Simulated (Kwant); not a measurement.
System: Aharonov-Bohm ring in a In0.53Ga0.47As two-dimensional gas. Effective mass 0.041 mₑ, grid spacing 25 nm, hard walls, nominal width 300 nm (11 grid rows, so walls 300 nm apart), one parabolic valley, scattering region 2200 nm long along x; energies count from the band bottom; Fermi energy 0.000505 eV. Ring of mean radius 630 nm, arms as wide as the leads. Perpendicular field swept from 0 to 0.02 T, none in the leads; orbital effect alone.

The device is made up for the run: typed textbook-type constants, with dimensions and the other settings drawn at random.

Computed with Kwant: effective-mass tight-binding model on a square grid, one spin, coherent transport at 0 K. Conductance is in e²/h.

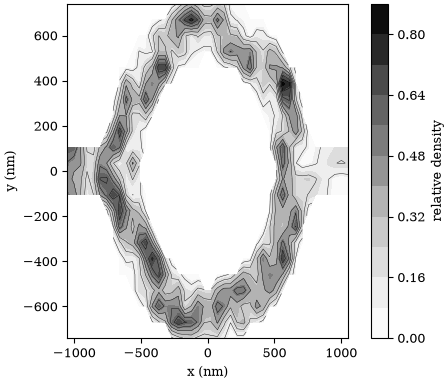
Density of the scattering states that come in from the left lead, at field = 0.015056 T, in bins, relative to the largest site value

The conductance there is 1.12 e²/h with 2 open channel(s) in the leads.
